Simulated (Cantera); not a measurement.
Charge: 1 mol C2H6, 0.036 mol CO2, 9 mol H2, at 0.00230 bar.

Cantera equilibrium calculation (NASA polynomials, part measured and part estimated; ideal gas, pure solids and liquids). Candidate condensed phases: C, C6H6, C7H8, C8H18, H2O; 110 gas species. The numbers say what is thermodynamically allowed, not how fast it happens.

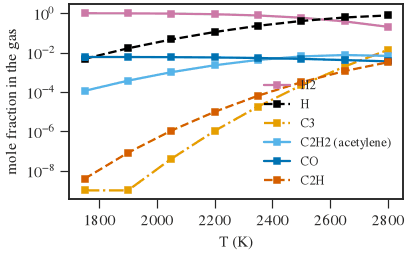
*Equilibrium gas composition (values under 1e-9 drawn at 1e-9)*

From 1750 K to 2800 K the condensed part is C(graphite). The main C-bearing gas is CO at 1750 K and C3 at 2800 K. The share of C in condensed phases is highest at 1750 K (96.3 %) and lowest at 2800 K (29.1 %).
